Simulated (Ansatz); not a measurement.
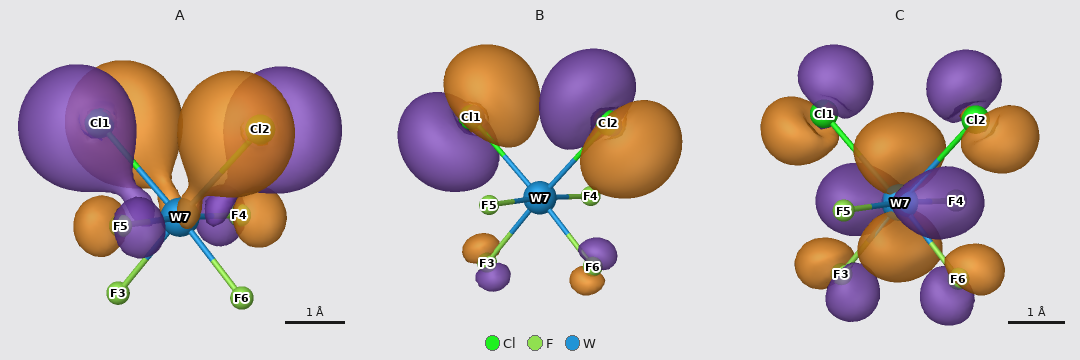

Figure. Cl2F4W. Three frontier orbitals at ±0.1 Å⁻³ᐟ² (orange and purple are the two phases), in no order.

Geometry: PBE0-D4/def2-SVP; core potentials replace the inner electrons of W.

The calculation used isolated molecule in a Gaussian basis; Kohn-Sham density functional theory, functional PBE0 in Ansatz 0.2.0.

```yaml
atoms:
  - { symbol: Cl, position_ang: [-1.0027, -2.5308, -0.7536] }
  - { symbol: Cl, position_ang: [2.2836, -2.2849, -0.5539] }
  - { symbol: F, position_ang: [-0.7720, 0.2294, -1.7081] }
  - { symbol: F, position_ang: [0.4086, -0.2761, 0.5352] }
  - { symbol: F, position_ang: [0.7108, -1.4997, -2.9302] }
  - { symbol: F, position_ang: [1.7627, 0.4191, -1.5541] }
  - { symbol: W, position_ang: [0.5625, -0.9401, -1.1788] }
```

**Which picture is the HOMO−1, the HOMO and the LUMO?**

A is the HOMO−1 (−10.54 eV). It lies mainly on Cl1 (about 40 %) and Cl2 (about 40 %); largely a combination of lone pairs on Cl1 and Cl2. B is the HOMO (−10.13 eV). By Hirshfeld shares it lies mainly on Cl1 (about 45 %) and Cl2 (about 45 %); largely a combination of lone pairs on Cl1 and Cl2. C is the LUMO (−5.35 eV). It lies mainly on W7 (about 60 %), Cl1 (about 10 %), Cl2 (about 10 %), F3 (about 10 %) and F6 (about 10 %).

**What is the HOMO–LUMO gap?**

4.78 eV between the orbital energies.
